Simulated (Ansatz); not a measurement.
```
Li Sc F
1.0
     5.02986    0.00000    0.00000
     0.00000    5.02986    0.00000
     0.00000    0.00000    5.27481
Li Sc F
1 2 8
Direct
  0.00000 0.00000 0.50000
  0.00000 0.50000 0.00000
  0.50000 0.00000 0.00000
  0.24513 0.24513 0.22810
  0.75487 0.75487 0.22810
  0.75487 0.24513 0.77190
  0.24513 0.75487 0.77190
  0.24513 0.24513 0.77190
  0.75487 0.75487 0.77190
  0.75487 0.24513 0.22810
  0.24513 0.75487 0.22810
```

Space group P4/mmm; a structure generated by program, which may or may not match a known phase; computed without spin polarisation.

Method: DFT PBE, scalar-relativistic, plane waves, PAW in Ansatz.

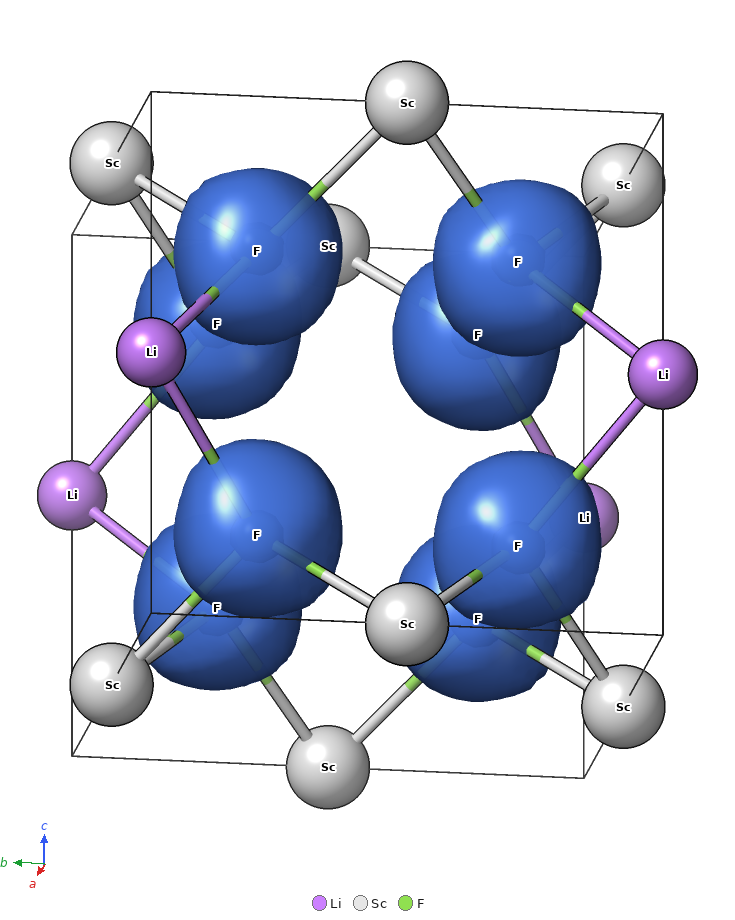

LiSc₂F₈. Isosurface of the ELF at 0.65 (blue), seen at an oblique angle. Core shells and regions of very low density are left out. Sticks mark near contacts.

> What do the ELF domains correspond to?

The surface consists of eight regions wrapped around F (the valence shell of each), counted in one cell of 11 atoms. Any copies at cell faces, edges or corners count once.

Values along the shortest contacts:
Sc–F (2.15 Å): the ELF peaks at about 0.80 in the valence shell of F, 0.6 Å from its nucleus, and drops to about 0.10 between the two atoms; no shared electron pair shows on this line. Li–F (2.26 Å): the ELF peaks at about 0.85 in the valence shell of F, 0.6 Å from its nucleus, and is about 0.30 at the midpoint.
